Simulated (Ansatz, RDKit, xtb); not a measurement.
# C2H8GeOSi: ranking a sample of isomers

A sample of isomers of C2H8GeOSi is drawn. Aim: find which of them has the lowest free energy at 298.15 K, then its properties. The sample is small against all isomers, and the most stable one of this formula need not be in it.

The funnel: GFN2-xTB relaxations, single points with a density functional, relaxations at PBE0-D3(BJ)/def2-SVP, harmonic vibrations (at GFN2-xTB), and a last energy at a higher level. All values are calculated.

## (1) Drawing up candidates

Isomers were taken from a list of plausible structures; this is a sample, not all of them. That gives 3 candidates.

| label | SMILES | spin |
| --- | --- | --- |
| c665 | [SiH3][C@@H]1O[C@H]1[GeH3] | singlet |
| c787 | [SiH3][C@@H]1O[C@@H]1[GeH3] | singlet |
| c835 | [SiH3][C@@]1([GeH3])CO1 | singlet |

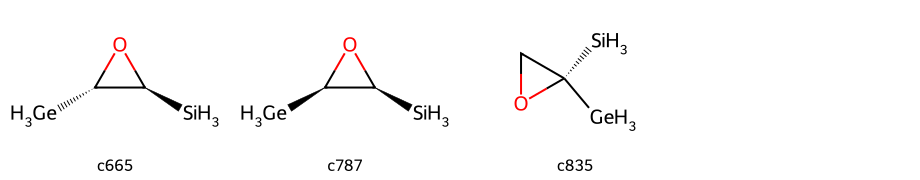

Structural formulas of the candidates.

Candidates are built by distance geometry, with a force field where one applies, in up to four conformers (letters a to d).

## (2) First filter: tight binding

All 3 starts are relaxed the same way. One of them, c835a (taken from a list of positional isomers, embedded by distance geometry and UFF), in full:

start.xyz reads:

```xyz
13
c835a
C     -0.229943     0.080551    -0.355802
C      0.214554    -1.295223    -0.116687
Ge     0.941246     1.526605     0.148647
O      0.345472    -0.708891    -1.392229
Si    -2.036882     0.493207    -0.723361
H     -2.645177     0.919996     0.540327
H     -2.150038     1.511787    -1.769300
H     -2.701084    -0.784786    -1.223508
H      2.426312     1.022040     0.261803
H      0.496905     2.105983     1.534920
H      0.869049     2.674714    -0.890397
H      1.189508    -1.481027     0.306365
H     -0.591813    -2.102656    -0.141314
```

Command:

```
$ xtb start.xyz --gfn 2 --opt
```

The log of the run (excerpt; [...] marks lines left out):

```text
* xtb version 6.7.1
[...]
          :  # basis functions                  40          :
[...]
          :  # electrons                        30          :
[...]
          :  Hamiltonian                  GFN2-xTB          :
[...]
          :  net charge                          0          :
          :  unpaired electrons                  0          :
[...]
   *** convergence criteria satisfied after 13 iterations ***
[...]
   *** GEOMETRY OPTIMIZATION CONVERGED AFTER 8 ITERATIONS ***
[...]
   *** convergence criteria satisfied after 3 iterations ***
[...]
         ::                     SUMMARY                     ::
         :::::::::::::::::::::::::::::::::::::::::::::::::::::
         :: total energy             -16.035928002306 Eh    ::
         :: gradient norm              0.000467325855 Eh/a0 ::
         :: HOMO-LUMO gap              5.077875134940 eV    ::
         ::.................................................::
         :: SCC energy               -16.173293003974 Eh    ::
         :: -> isotropic ES            0.030302211773 Eh    ::
         :: -> anisotropic ES          0.000408810456 Eh    ::
         :: -> anisotropic XC          0.000848947968 Eh    ::
         :: -> dispersion             -0.008836972750 Eh    ::
         :: repulsion energy           0.137365001667 Eh    ::
         :: add. restraining           0.000000000000 Eh    ::
         :: total charge              -0.000000000000 e     ::
         :::::::::::::::::::::::::::::::::::::::::::::::::::::
[...]
        15        2.0000           -0.3850267             -10.4771 (HOMO)
        16                         -0.1984183              -5.3992 (LUMO)
[...]
     #   Z          covCN         q      C6AA      α(0)
     1   6 C        3.590    -0.043    22.032     6.802
     2   6 C        3.708     0.084    19.315     6.282
     3  32 Ge       3.750     0.097   169.819    23.392
     4   8 O        1.712    -0.339    19.692     5.991
     5  14 Si       3.665     0.451    98.607    19.032
     6   1 H        0.918    -0.089     5.192     3.564
     7   1 H        0.919    -0.075     4.775     3.418
     8   1 H        0.919    -0.081     4.947     3.479
     9   1 H        0.939    -0.009     3.211     2.801
    10   1 H        0.938    -0.026     3.543     2.943
    11   1 H        0.939    -0.017     3.365     2.868
    12   1 H        0.925     0.027     2.629     2.536
    13   1 H        0.925     0.020     2.726     2.582
[...]
     #   Z sym  total        # sym  WBO       # sym  WBO       # sym  WBO
 ---------------------------------------------------------------------------
     1   6 C    3.824 --     2 C    0.992     4 O    0.919     3 Ge   0.860
                             5 Si   0.849
     2   6 C    3.920 --     1 C    0.992    13 H    0.974     4 O    0.971
                            12 H    0.968
     3  32 Ge   3.561 --    11 H    0.868     9 H    0.862    10 H    0.861
                             1 C    0.860
     4   8 O    2.038 --     2 C    0.971     1 C    0.919
     5  14 Si   3.591 --     8 H    0.899     7 H    0.898     6 H    0.894
                             1 C    0.849
     6   1 H    0.992 --     5 Si   0.894
     7   1 H    0.994 --     5 Si   0.898
     8   1 H    0.992 --     5 Si   0.899
     9   1 H    0.999 --     3 Ge   0.862
[...]
molecular dipole:
                 x           y           z       tot (Debye)
 q only:       -0.665       0.286       0.628
   full:       -0.431      -0.074       0.492       1.672
molecular quadrupole (traceless):
[...]
          | TOTAL ENERGY              -16.035928002306 Eh   |
          | GRADIENT NORM               0.000467325855 Eh/α |
          | HOMO-LUMO GAP               5.077875134940 eV   |
           -------------------------------------------------
[...]
```

It took 0.16 s on 2 threads of AMD EPYC 7R43 (Zen 3), shared host.

## (3) What the search left

3 of the 3 relaxations converged. 3 distinct structures remain:

| label | start | SMILES after | spin | energy (kcal/mol) |
| --- | --- | --- | --- | --- |
| c665a | drawn | [SiH3][C@@H]1O[C@H]1[GeH3] | singlet | 0.0 |
| c835a | drawn | [SiH3][C@@]1([GeH3])CO1 | singlet | 0.5 |
| c787a | drawn | [SiH3][C@@H]1O[C@@H]1[GeH3] | singlet | 1.1 |

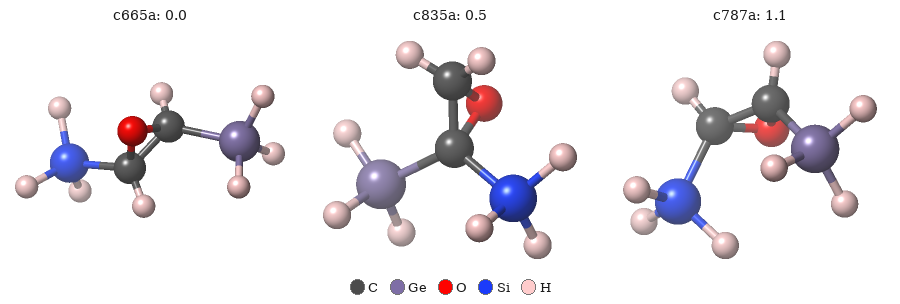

The 3 lowest minima that did not fall apart, with their GFN2-xTB energies in kcal/mol.

## (4) Second filter: single points

A choice of the minima (the low ones first, few conformers of a pattern, up to a cap) and the lowest that fell apart get a single point at r2SCAN-D4/def2-SVP on the tight-binding geometry, and one at HF/STO-3G for comparison. The lowest singlets are also tried as triplets at the same geometry (label ending in t). The first, c665a:

input.yaml reads:

```yaml
crystal:
  periodic: [false, false, false]
  atoms:
    - {symbol: C, position_ang: [-0.904613, 0.247364, 0.130525]}
    - {symbol: C, position_ang: [0.350155, 0.029047, -0.596192]}
    - {symbol: Ge, position_ang: [0.350078, 0.029381, -2.553780]}
    - {symbol: O, position_ang: [-0.369363, -1.041099, -0.045078]}
    - {symbol: Si, position_ang: [-0.896162, 0.849514, 1.923605]}
    - {symbol: H, position_ang: [0.385553, 0.470884, 2.514179]}
    - {symbol: H, position_ang: [-1.055172, 2.305198, 1.887352]}
    - {symbol: H, position_ang: [-2.008700, 0.213917, 2.626453]}
    - {symbol: H, position_ang: [-1.785429, 0.434633, -0.486299]}
    - {symbol: H, position_ang: [1.273365, 0.258317, -0.066291]}
    - {symbol: H, position_ang: [0.704777, 1.381161, -3.090189]}
    - {symbol: H, position_ang: [-1.012154, -0.345991, -3.029559]}
    - {symbol: H, position_ang: [1.337831, -0.951630, -3.091984]}
basis:
  gaussian:
    orbitals: def2-SVP
hamiltonian:
  xc: {name: r2SCAN}
  dispersion: d4
scf:
  lower_state_search: "off"
output: {orbitals: {seedname: orbitals}}
```

Command:

```
$ ansatz run input.yaml --threads 2 --pin off --max-ram 5220MiB --events-out events.jsonl --progress --plain --runs-dir runs
```

The log of the run (excerpt; [...] marks lines left out):

```text
Warning: RAYON_NUM_THREADS=2 ignored (pool sized by the plan → 2); use --threads N
Functional definition: r2SCAN
  name "r2SCAN"
[...]
1470 factors; their error is unknown
[...]
mean field -68629.24852073 eV, -2522.0783645613 hartree, gradient 3.9e-6 eV, S^2 0.000000; 0 other end points of the search recorded, 0 dependent functions left out
reference -68629.24853304 eV, -2522.0783650140 hartree; 37, 37 occupied and 95, 95 virtual orbitals, 1470 factors
Total energy: -68629.32116258 eV, -2522.0810341002 hartree
Checks for a lower state left out: stability, starts, cluster_reference, orbital_swaps, neighbouring_geometries, increment
```

It took 4.2 s on 2 threads of AMD EPYC 7R43 (Zen 3), shared host; peak memory 0.18 GiB.

Relative energies in kcal/mol, each column from its lowest structure that stays in one piece:

| label | SMILES | spin | GFN2-xTB | HF/STO-3G | r2SCAN-D4/def2-SVP |
| --- | --- | --- | --- | --- | --- |
| c835a | [SiH3][C@@]1([GeH3])CO1 | singlet | 0.5 | 2.9 | 0.0 |
| c665a | [SiH3][C@@H]1O[C@H]1[GeH3] | singlet | 0.0 | 0.0 | 0.9 |
| c787a | [SiH3][C@@H]1O[C@@H]1[GeH3] | singlet | 1.1 | 1.5 | 2.9 |
| c835at | [SiH3][C@@]1([GeH3])CO1 | triplet | – | – | 141.2 |
| c665at | [SiH3][C@@H]1O[C@H]1[GeH3] | triplet | – | – | 155.4 |

## (5) Third filter: density-functional geometries

3 candidates are relaxed at PBE0-D3(BJ)/def2-SVP (chosen among the lowest in one piece). The first, c835a:

input.yaml reads:

```yaml
crystal:
  periodic: [false, false, false]
  atoms:
    - {symbol: C, position_ang: [-0.255715, 0.116954, -0.395661]}
    - {symbol: C, position_ang: [0.194090, -1.258772, -0.174589]}
    - {symbol: Ge, position_ang: [0.977091, 1.541975, 0.169077]}
    - {symbol: O, position_ang: [0.349634, -0.673276, -1.420252]}
    - {symbol: Si, position_ang: [-2.091221, 0.436374, -0.739277]}
    - {symbol: H, position_ang: [-2.687571, 0.875891, 0.525631]}
    - {symbol: H, position_ang: [-2.182036, 1.481204, -1.758309]}
    - {symbol: H, position_ang: [-2.682297, -0.814341, -1.209725]}
    - {symbol: H, position_ang: [2.365909, 0.991469, 0.241435]}
    - {symbol: H, position_ang: [0.597076, 2.108494, 1.503320]}
    - {symbol: H, position_ang: [0.964652, 2.659378, -0.821288]}
    - {symbol: H, position_ang: [1.111301, -1.440005, 0.380204]}
    - {symbol: H, position_ang: [-0.532804, -2.063044, -0.121103]}
basis:
  gaussian: {orbitals: def2-SVP}
hamiltonian: {xc: pbe0, dispersion: d3bj}
scf: {lower_state_search: off}
relax: {f_tol: 0.006}
```

Command:

```
$ ansatz run input.yaml --threads 2 --pin off --max-ram 5220MiB --events-out events.jsonl --progress --plain --runs-dir runs
```

The log of the run (excerpt; [...] marks lines left out):

```text
Warning: RAYON_NUM_THREADS=2 ignored (pool sized by the plan → 2); use --threads N
[...]
Functional definition: PBE0
  name "PBE0"
[...]
1426 factors; integrals over basis functions are off by at most 3.9e-4 eV
[...]
mean field -68617.27537397 eV, -2521.6383595338 hartree, gradient 2.7e-6 eV, S^2 0.000000; 0 other end points of the search recorded, 0 dependent functions left out
[...]
reference -68617.27540534 eV, -2521.6383606864 hartree; 37, 37 occupied and 95, 95 virtual orbitals, 1426 factors
relax step   1: F+E_penalty+E_count = -68617.54783186 eV  Δ(F+E_penalty+E_count) = +0.000e0 eV  max|allowed force component| = 9.054e-1 eV/Å  Δτ_max = 0.0000 Å  (15 SCF iters, accepted)
[...]
relax step   3: F+E_penalty+E_count = -68617.67089045 eV  Δ(F+E_penalty+E_count) = -7.806e-3 eV  max|allowed force component| = 1.334e-1 eV/Å  Δτ_max = 0.0339 Å  (20 SCF iters, accepted)
[...]
Atom 4 at    -2.056494     0.449386    -0.711626 Å, force    -0.001061    -0.001136    -0.000924 eV/Å
Atom 5 at    -2.675496     0.972860     0.544921 Å, force     0.000103     0.000096    -0.000319 eV/Å
Atom 6 at    -2.219367     1.470538    -1.788300 Å, force     0.000470     0.000826     0.000668 eV/Å
Atom 7 at    -2.729417    -0.821259    -1.116195 Å, force     0.000381    -0.000488     0.000599 eV/Å
Atom 8 at     2.381817     0.964006     0.339446 Å, force    -0.000108     0.000097     0.000273 eV/Å
Atom 9 at     0.473708     2.120632     1.521505 Å, force     0.000529     0.000364     0.000114 eV/Å
Atom 10 at     0.983339     2.675605    -0.872625 Å, force     0.000352     0.000016     0.000047 eV/Å
Atom 11 at     1.151667    -1.471877     0.342394 Å, force    -0.000260    -0.000005     0.000171 eV/Å
Atom 12 at    -0.526168    -2.083949    -0.142735 Å, force    -0.000108     0.000310    -0.000118 eV/Å
Dipole moment:    -0.046301    -0.070330     0.315892 e Å
Checks for a lower state left out: stability, starts, cluster_reference, orbital_swaps, neighbouring_geometries, increment
```

It took 57 s on 2 threads of AMD EPYC 7R43 (Zen 3), shared host; peak memory 0.32 GiB.

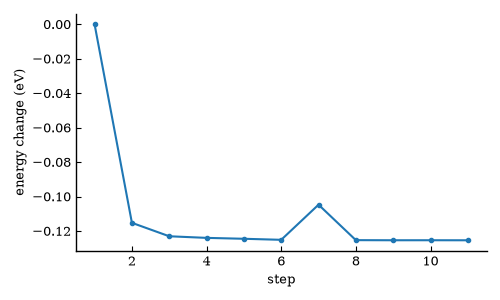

Energy along the run, all evaluated steps.

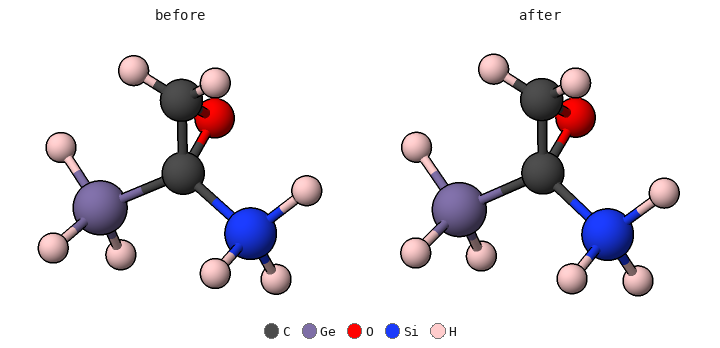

Before and after, at one scale.

After the run. Bond lengths: C1–C2 1.477 Å, C1–Ge3 1.965 Å, C1–O4 1.444 Å, C2–O4 1.400 Å, C1–Si5 1.889 Å, Si5–H6 1.495 Å, Si5–H7 1.493 Å, Si5–H8 1.494 Å, Ge3–H9 1.539 Å, Ge3–H10 1.540 Å, Ge3–H11 1.538 Å, C2–H12 1.099 Å, C2–H13 1.099 Å. Some angles: C1–C2–O4 60.2°, C2–C1–Ge3 117.7°, C2–C1–O4 57.3°, C2–C1–Si5 118.8°, Ge3–C1–O4 112.7°, Ge3–C1–Si5 120.2°, O4–C1–Si5 113.0°, C1–O4–C2 62.6°, C1–C2–H12 119.4°, C1–C2–H13 119.6°.

## (6) Ranking at PBE0-D3(BJ)/def2-SVP

| label | spin | r2SCAN-D4/def2-SVP (kcal/mol) | PBE0-D3(BJ)/def2-SVP, relaxed (kcal/mol) | time |
| --- | --- | --- | --- | --- |
| c835a | singlet | 0.0 | 0.0 | 57 s |
| c665a | singlet | 0.9 | 0.9 | 41 s |
| c787a | singlet | 2.9 | 2.8 | 97 s |

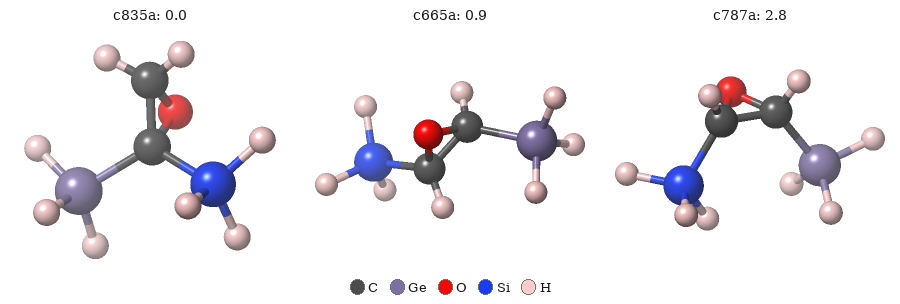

The relaxed structures, with energies at PBE0-D3(BJ)/def2-SVP in kcal/mol.

[end of part 1 of 2]
